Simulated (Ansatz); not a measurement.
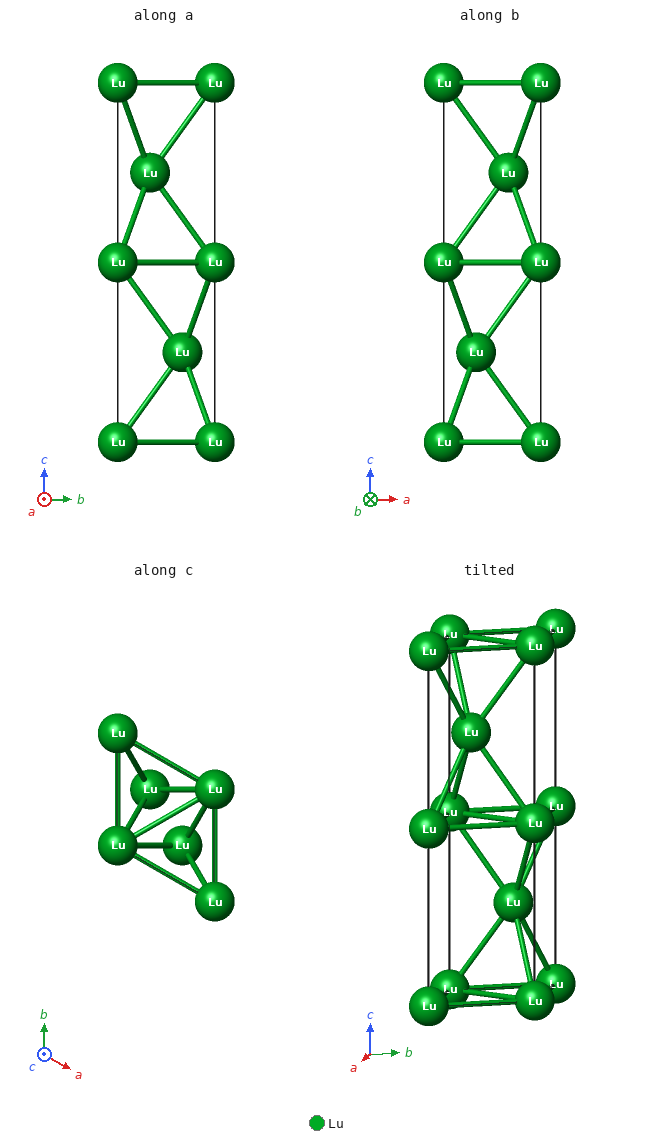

A ball-and-stick picture of a crystal structure, seen along the a axis, along the b axis, along the c axis and slightly off an axis. The edges of the conventional unit cell are marked.

Lattice parameters: a = 3.378 Å, b = 3.378 Å, c = 10.827 Å, α = 90.00°, β = 90.00°, γ = 120.00°. Put a along x and b in the xy plane.

**Give the structure in the form of a POSCAR file.**

```
Lu
1.0
     3.378    0.000    0.000
    -1.689    2.925    0.000
     0.000    0.000   10.827
Lu
4
Direct
  0.0000 0.0000 0.0000
  0.0000 0.0000 0.5000
  0.3333 0.6667 0.2500
  0.6667 0.3333 0.7500
```

Its origin is a structure type filled with this element by a generator (whether the element takes this form wasn't checked). Earlier steps of the study may have refined or changed the cell and positions. It went into a calculation with Ansatz.

At this level of theory the cell isn't at rest (compressed, at 4 GPa), so its distances can differ from those at equilibrium, the more so the softer the solid.
